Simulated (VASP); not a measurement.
Band structure of FeAl (CsCl type). Calculation: LDA (Ceperley-Alder, Perdew-Zunger), VASP's LDA PAW potentials (set 64) (plane waves; VASP 6.6.1).

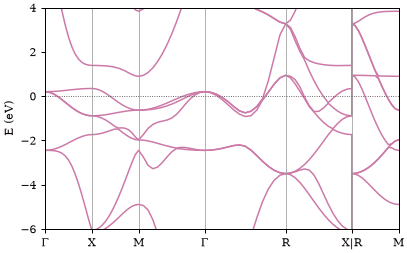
Bands along high-symmetry lines, zero at the valence-band maximum or, without a gap, the Fermi level

### Question
Read the plot: is there a gap, and where are the band edges?

### Answer
It has no gap at this level: it comes out as a metal or semimetal. (Edges off the drawn lines would not show.)

The compound is FeAl in the CsCl type structure. It was relaxed first, which changed the volume by -10 %. The run is not spin-polarised, so no magnetic state was tried. The electron count is odd and the run is not spin-polarised, which forces a metal.
